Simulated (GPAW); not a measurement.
# A GW chain in GPAW: AsP (puckered monolayer), part 2 of 2

Wanted: ground state, empty states, screening and self-energy for AsP (puckered monolayer).

GPAW 26.7.0; LDA and many-body steps on it, plane waves. Known limits of the many-body steps: not at the basis limit; no spin-orbit coupling.

So far. Step 3 (Ground state): The gap is indirect, with the least direct gap 0.28 eV higher. Step 4 (Empty states on the mesh, 6×8×1 mesh, 218 bands): On this mesh the gap is 0.286 eV. The earlier step found 0.248 eV, so this mesh misses an edge.

### Step 5. Screening and self-energy, 6×8×1 mesh, 96 bands, screening to 36 eV

Now the one-shot GW correction: screening in the RPA, then the self-energy of the levels asked for.

This step: G0W0 on LDA, plane waves, PAW.

run.py

```python
import json
import numpy as np
from gpaw.mpi import world
from gpaw.response.g0w0 import G0W0

gw = G0W0('full.gpw',
    filename='gw',
    kpts=[0, 10],
    bands=(8, 12),
    ecut=36,
    nbands=96,
    truncation='2D',
    integrate_gamma='sphere',
    q0_correction=True,
    frequencies={'type': 'nonlinear', 'domega0': 0.15, 'omega2': 15.0},
    eta=0.1,
    nblocksmax=True)
gw.calculate()
res = {mode: {k: v for k, v in r.items() if k != 'sigma_eskwn'}
       for mode, r in gw.all_results.items()}

if world.rank == 0:
    with open('result.json', 'w') as f:
        json.dump(res, f, default=lambda x: x.tolist())
```

On the command line:

```console
> mpirun -n 8 gpaw python run.py
```

Numbers of over 12 decimals in the logs are rounded to 6 here.

The program printed:

```text
Using integrator: PointIntegrator
NonLinearFrequencyDescriptor(from 0.000 to 47.511 eV, 138 points)
Nonperiodic BCs:  [False False  True]
Using integrator: PointIntegrator
NonLinearFrequencyDescriptor(from 0.000 to 47.511 eV, 138 points)
Nonperiodic BCs:  [False False  True]
Applying analytical 2D correction to W:
    Evaluating Gamma point contribution to W on a 17x15x1 grid
  ___  _ _ _
 |   || | | |
 | | || | | |
 |__ ||_____|
 |___|

BZ k-points: Symmetries present (total): 4

  [... matrices ...]
48 k-points: 6 x 8 x 1 Monkhorst-Pack grid + [1/12,1/16,0.000000]
20 k-points in the irreducible part of the Brillouin zone
       k-points in crystal coordinates                weights
   0:     0.00000000    0.00000000    0.00000000          1/48
   1:     0.00000000    0.12500000    0.00000000          2/48
   2:     0.00000000    0.25000000    0.00000000          2/48
   3:     0.00000000    0.37500000    0.00000000          2/48
   4:     0.00000000    0.50000000    0.00000000          1/48
   5:     0.16666667    0.00000000    0.00000000          2/48
   6:     0.16666667    0.12500000    0.00000000          4/48
   7:     0.16666667    0.25000000    0.00000000          4/48
   8:     0.16666667    0.37500000    0.00000000          4/48
   9:     0.16666667    0.50000000    0.00000000          2/48
          ...
  19:     0.50000000    0.50000000    0.00000000          1/48

Distributing spins, k-points and bands (1 x 2 x 4) over 1 process
Number of blocks: 8

Quasi particle states:
k-points (IBZ indices): [0, 10]
Band range: (8, 12)
  [... matrices ...]
Computational parameters:
Plane wave cut-off: 36 eV
Number of bands: 96
Coulomb cutoff: 2D
Broadening: 0.1 eV

fxc modes: GW
Kernel: RPA
Using full-frequency real axis integration
Summing all q:

Calculating screened Coulomb potential
2D Coulomb truncation
NonLinearFrequencyDescriptor(from 0.000 to 47.511 eV, 138 points)
Removing empty qpoint cache files...

Calculating chi0 body with:
    Ground state adapter containing:
    Number of spins: 1
    Number of kpoints: 48
    Number of irreducible kpoints: 20
    Number of completely occupied states: 10
    Number of partially occupied states: 10
    Occupied states memory: 4.6142578125 M / cpu

    Linear response parametrization:
    q_c: [1.3877787807814457e-17, 0.0, 0.0]
    Number of frequency points: 138
    Planewave cutoff: 36.0
    Number of bands: 96
    Number of planewaves: 103
    Broadening (eta): 0.1
    comm.size: 8
    kncomm.size: 1
    blockcomm.size: 8

    Memory estimate of potentially large arrays:
        chi0_wGG: 2.792439 M / cpu
Integrating chi0 body.

Symmetries of q_c:
    Direct symmetries (Uq -> q): 4
    Indirect symmetries (TUq -> q): 0
In total 4 allowed symmetries.

  [... matrices ...]
20 groups of equivalent kpoints. 58.333333% reduction.

Integral kind: spectral function
Integrating chi0 head and wings.

Symmetries of q_c:
    Direct symmetries (Uq -> q): 4
    Indirect symmetries (TUq -> q): 0
In total 4 allowed symmetries.

  [... matrices ...]
20 groups of equivalent kpoints. 58.333333% reduction.

Integral kind: spectral function wings

Calculating chi0 body with:
    Ground state adapter containing:
    Number of spins: 1
    Number of kpoints: 48
    Number of irreducible kpoints: 20
    Number of completely occupied states: 10
    Number of partially occupied states: 10
[... the further q-points ...]

Results:
f:      Occupation numbers
eps:     KS-eigenvalues [eV]
vxc:     KS vxc [eV]
exx:     Exact exchange [eV]
sigma:   Self-energies [eV]
dsigma:  Self-energy derivatives
Z:       Renormalization factors
qp:      QP-energies [eV]

k-point 0 (0): (0.000, 0.000, 0.000)                GW
band       f     eps     vxc     exx   sigma  dsigma       Z      qp
                                                                   GW
   8   1.000  -1.840 -15.054 -16.481   1.776  -0.412   0.708  -1.593
   9   1.000  -0.316 -14.565 -15.677   1.404  -0.410   0.709  -0.109
  10   0.000   0.209 -11.263  -7.665  -2.488  -0.405   0.712   0.999
  11   0.000   1.340 -12.255  -7.726  -3.188  -0.403   0.713   2.296

k-point 1 (10): (0.333, 0.000, 0.000)                GW
band       f     eps     vxc     exx   sigma  dsigma       Z      qp
                                                                   GW
   8   1.000  -2.014 -15.086 -16.555   1.825  -0.413   0.708  -1.762
   9   1.000  -0.077 -14.744 -15.463   1.126  -0.398   0.715   0.214
  10   0.000   0.897 -14.375 -10.086  -2.709  -0.400   0.714   2.025
  11   0.000   1.442 -12.087  -7.981  -2.842  -0.428   0.700   2.327
```

It took 84 s on 8 MPI ranks of Arm Neoverse V1, shared host; peak memory 2.3 GiB.

This step gave:

- G0W0 gap on the points computed: 0.7853 eV
- least direct G0W0 gap on the computed points: 1.108 eV
- Z at the valence top: 0.7151
- Z at the conduction bottom: 0.7116
- starting gap on the mesh: 0.2864 eV
- k of the valence top: 0.3333, 0, 0
- k of the conduction bottom: 0, 0, 0

The gap on the mesh goes from 0.29 eV to 0.79 eV, a correction of +0.50 eV. The start differs from the 0.25 eV found before because the two sample other k points.

Limits: finite bands, cutoff and mesh; no spin-orbit coupling. v1 is the top filled band, c1 the lowest empty one. Levels before and after the correction, in eV, zero at the valence-band top of each column:

```tsv
	conduction bottom	valence top
Kohn-Sham	0.29	0.00
G0W0	0.79	0.00
```

```tsv
	level	energy (eV)
Kohn-Sham	Γ v2	-1.762
Kohn-Sham	Γ v1	-0.238
Kohn-Sham	Γ c1	0.286
Kohn-Sham	Γ c2	1.418
Kohn-Sham	(0.333 0 0) v2	-1.937
Kohn-Sham	(0.333 0 0) v1	0.000
Kohn-Sham	(0.333 0 0) c1	0.975
Kohn-Sham	(0.333 0 0) c2	1.520
G0W0	Γ v2	-1.807
G0W0	Γ v1	-0.322
G0W0	Γ c1	0.785
G0W0	Γ c2	2.083
G0W0	(0.333 0 0) v2	-1.976
G0W0	(0.333 0 0) v1	0.000
G0W0	(0.333 0 0) c1	1.812
G0W0	(0.333 0 0) c2	2.113
```

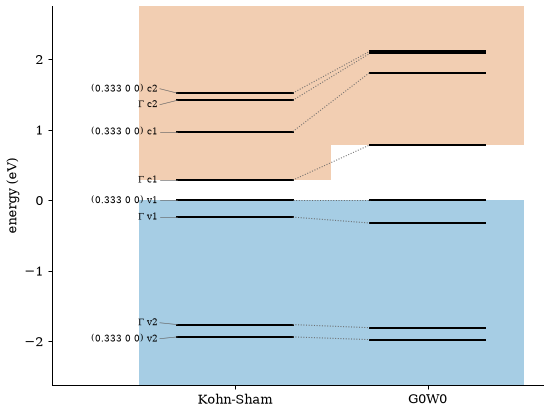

Levels before and after the correction. Shaded: valence and conduction bands.

### Step 6. Where the time went

Times are wall times on 8 MPI ranks of Arm Neoverse V1, shared host, good to a factor of about two.

```tsv
step	time	share	memory (GiB)
relaxation	99 s	31 %	2.0
ground state	9.2 s	3 %	1.4
empty states on the mesh	2.2 min	41 %	1.9
screening and self-energy	84 s	26 %	2.3
```

### Step 7. Results

| Quantity | Value |
| --- | --- |
| LDA gap | 0.25 eV, indirect |
| G0W0 gap on the mesh | 0.79 eV |
| G0W0 gap over the zone (rigid shift) | 0.75 eV |
| GW settings | 6×8×1 mesh, 96 bands, screening to 36 eV, full frequency, Hilbert transform |
| known limits | not at the basis limit; no spin-orbit coupling |

In words: G0W0 moves the gap on the mesh from 0.29 eV to 0.79 eV (+0.50 eV), with Z of 0.72 and 0.71 at the edges. The mesh misses the band edges by 0.04 eV in all; a rigid shift gives 0.75 eV for the zone. Only 2 of the mesh's irreducible points were corrected, so a valley elsewhere could overtake. Bands and cutoff are finite, so the gap is not at the basis limit. The miss can reach some tenths of an eV and take either sign; the mesh is an error of its own. These stock PAW sets were not made for GW; the filled d or f shell of As lies in the frozen core, which bears on start and correction. In the G0W0 run levels were corrected at 2 k points alone, so a gap called «on the mesh» is the least over those, and an edge elsewhere would be missed. Mesh or cutoff lie under what a gap needs, so these runs test behaviour and cost; their gaps are not to be quoted. The many-body steps are scalar-relativistic: spin-orbit coupling is not in them.

[Paths, hosts, dates, memory and timing lines, banners, echoed tables and standing remarks are left out of the program output.]

[Logs are printed without paths, hosts, clocks, repeated set-up lines and the standing remarks that a program may print on its own settings, such as how far it seeks lower states.]

[Runs of the session that timed out or met a known fault of the program may be left out.]

[Hosts, paths, dates, database ids (printed as entryN), source tags and the programs' standing remarks are cut or masked in the printed files.]
